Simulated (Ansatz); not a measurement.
Fields on a plane of Hf (hcp, Mg type)

```
Hf
1.0
    3.15907     0.00000     0.00000
   -1.57954     2.73584     0.00000
    0.00000     0.00000     4.99993
Hf
2
Direct
  0.33333   0.66667   0.75000
  0.66667   0.33333   0.25000
```

The slice is a (1 -1 0 0) plane (indices of the conventional cell) through the point (0.667, 0.333, 0.250) (fractional), spanned by u = [110] and v = [001] in vectors of this cell: u (3.16 Å) and v (5.00 Å, at 90° to u). It covers one period; positions are fractions (u, v).

Atoms on it: Hf at (0.00, 0.00). Other atoms lie within 1 Å of the plane.

The numbers are results of PBEsol (plane waves to 420 eV, PAW, scalar-relativistic; Ansatz, a program for electronic structure), not measurements. k mesh 17×17×9. These are valence fields of a PAW run, semicore shells included where kept as valence: close to a nucleus they are smooth pseudo fields. Hf is run without spin polarisation. Hf was relaxed with its symmetry unable to fall. Spin-orbit coupling is left out, though Hf is heavy.

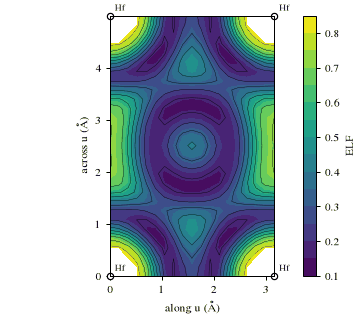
*Electron localisation function (ELF), one period of the plane, atoms marked. Points within 0.5 Å of a nucleus are left white, as the pseudised field means little there.*

```
|xxxxxxxxxxxx  ..++**++..  xxxxxxxxxx|
|xxxxxxxxxxxx  --******--  xxxxxxxxxx|
|xxxxxxxxxx    ==**##**==    xxxxxxxx|
|xxxxxxxx    ::**##%%##**::    xxxxxx|
|xxxxxx    ::++##%%%%%%##++::    xxxx|
|        ::==**##%%%%%%##**==::      |
|::::--==++**##############**++==--::|
|************************************|
|%%%%%%####**++==------==++**####%%%%|
|@@@@%%##**==::..      ..::==**##%%@@|
|@@@@%%##++--              --++##%%@@|
|@@@@%%**==..    xxxxxx    ..==**%%@@|
|@@@@%%**--    xxxxxxxxxx    --**%%@@|
|@@@@%%**--    xxxxxxxxxx    --**%%@@|
|@@@@%%**--    xxxxxxxxxx    --**%%@@|
|@@@@%%**==..    xxxxxx    ..==**%%@@|
|@@@@%%##++--              --++##%%@@|
|@@@@%%##**==::..      ..::==**##%%@@|
|%%%%%%####**++==------==++**####%%%%|
|************************************|
|::::--==++**##############**++==--::|
|        ::==**##%%%%%%##**==::      |
|xxxxxx    ::++##%%%%%%##++::    xxxx|
|xxxxxxxx    ::**##%%##**::    xxxxxx|
|xxxxxxxxxx    ==**##**==    xxxxxxxx|
|xxxxxxxxxxxx  --******--  xxxxxxxxxx|
|xxxxxxxxxxxx  ..++**++..  xxxxxxxxxx|
|xxxxxxxxxxxx  ..++**++..  xxxxxxxxxx|
```
Scale: ten equal steps from 1.00 (start of ' ') to 9.68 (end of '@'), in the order ' .:-=+*#%@'. Values: electrostatic potential energy of an electron, from the cell's mean, in eV. The map has 18 points along u (two characters each, u = 0 at the left) and 28 along v (v = 0 in the bottom row). Points within 1 Å of a nucleus are blanked (x), as the pseudised field means little there. Values under 1 eV are set to 1. The zero, the cell's mean, hangs on the PAW cores.

| Quantity | Result |
|---|---|
| Density on the Hf–Hf line (3.16 Å) at its midpoint | 0.20 e/Å³ |
| ELF at that point | 0.28 |
